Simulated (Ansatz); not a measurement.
# CH₄AlFO₂: what the fields show

The calculation's input:

```
crystal:
  periodic: [false, false, false]
  atoms:
    - {symbol: O, position_ang: [-0.579986, 0.232641, 0.924989]}
    - {symbol: Al, position_ang: [0.238050, 1.275944, -0.460934]}
    - {symbol: C, position_ang: [-0.190194, -0.624108, -0.384540]}
    - {symbol: O, position_ang: [0.715325, -1.583786, -0.055014]}
    - {symbol: F, position_ang: [-0.865235, 2.274938, -1.185423]}
    - {symbol: H, position_ang: [0.011212, -0.046898, 1.635133]}
    - {symbol: H, position_ang: [1.652141, 1.836638, -0.055314]}
    - {symbol: H, position_ang: [-1.162852, -1.024144, -0.673464]}
    - {symbol: H, position_ang: [0.270237, -2.387625, 0.237365]}
basis:
  gaussian: {orbitals: def2-TZVPP}
hamiltonian: {xc: pbe0, dispersion: d4}
output: {orbitals: {seedname: orbitals}}
```

Run with:

```sh
ansatz run in.yaml --threads 2 --pin off --events-out ev --progress --plain --max-ram 4352MiB
```

Geometry: PBE0-D4/def2-TZVP.

The calculation used RKS PBE0-D4/def2-TZVPP (Ansatz).

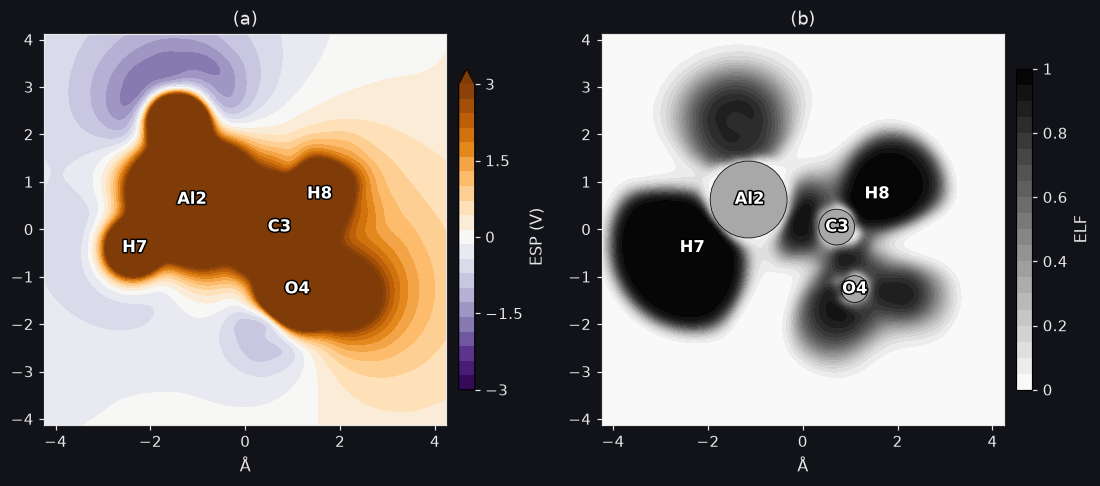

Figure 1. (a) electrostatic potential; (b) electron localisation function on the plane of atoms O4, C3 and H8. Grey discs cover the atomic cores in the ELF map.

### Interpret the plot.

The section cuts through Al, C, O and H sites.
C–O (1.36 Å): the ELF peaks at about 0.90 between the atoms (a shared but strongly polarised pair).
C–Al (1.95 Å): the ELF peaks at about 0.95 between the atoms: a shared but strongly polarised pair.
C–H (1.09 Å): the ELF climbs to about 1 towards the hydrogen, as it does in any bond to H (a covalent bond by its length).
Al–H (1.57 Å): the ELF climbs to about 1 towards the hydrogen.
The ELF also peaks beside O4 and F5, away from the bonds: lone-pair regions.
Outside the dense part of the molecule the potential is most negative (−1.8 V) near F5, which lies off the plane.

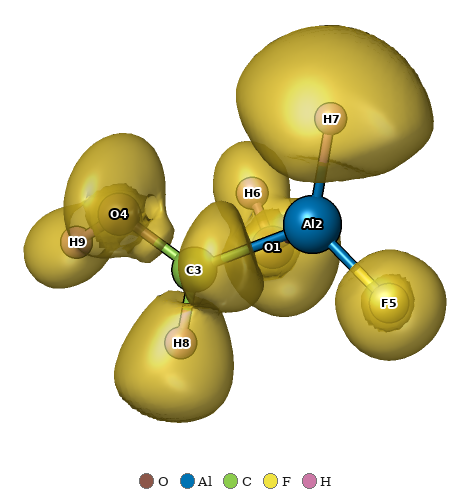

Figure 2. Isosurface of the electron localisation function at 0.75 (yellow), seen at a tilt. Core shells and regions of very low density are left out.

### What do the ELF domains correspond to?

The ELF exceeds this value in one region around a hydrogen nucleus, one region wrapped around F (its valence shell), one region wrapped around H (its valence shell) and two joined regions spread over several atoms (H, O), in which their bonds and any lone pairs are merged. Along the contacts the grid gives the following. Al–F (1.66 Å): the ELF peaks at about 0.85 in the valence shell of F, 0.5 Å from its nucleus, and is about 0.35 at the midpoint.

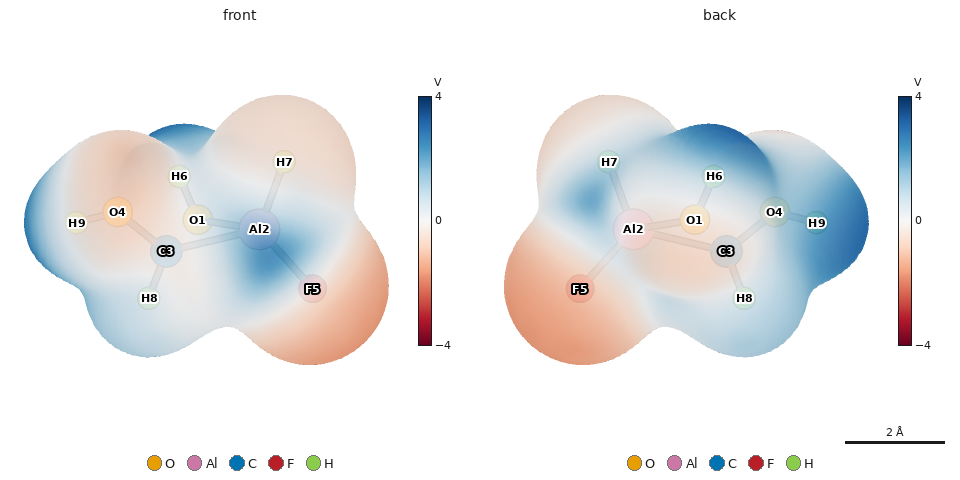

Figure 3. The molecular electrostatic potential painted on the density surface at 0.002 e/bohr³, seen from the front and from behind; the colour scale runs from red (negative) to blue (positive).

### Which sites attract a positive test charge, and which a negative one?

A positive charge is drawn to the negative regions and a negative charge to the positive ones. The most negative region (about −1.7 V) lies over F5, the most positive (about +3.1 V) over H6 and H9.
